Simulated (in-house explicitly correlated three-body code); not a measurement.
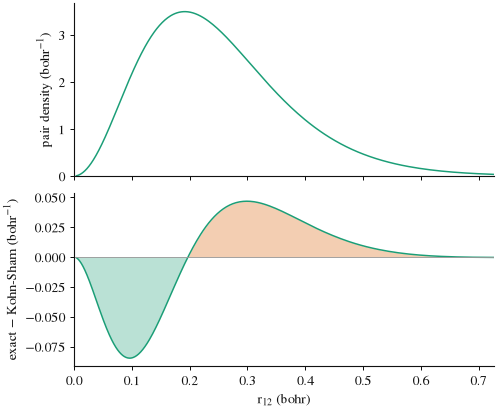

Two electrons around a point charge Z = 9.2. Computed variationally in 260 exponentially correlated functions with an in-house code, non-relativistic, converged to about 10⁻⁸ of the energy. The plot shows the distribution of the distance r₁₂ between the electrons in the ground state (one pair, times 4πr₁₂²) and its difference from that of the Kohn-Sham determinant with the same density, the Coulomb hole.

> How large and how deep is the Coulomb hole?

The pair density peaks near r₁₂ = 0.19 bohr, and ⟨r₁₂⟩ = 0.2505 bohr. Correlation takes weight from short distances: the hole is deepest (−0.085 bohr⁻¹) near 0.097 bohr and first changes sign near 0.20 bohr, moving 0.95 % of the pair outwards. The mean cosine of the angle between the electrons is −0.0144, and the density-functional correlation energy is −45.61 millihartree.
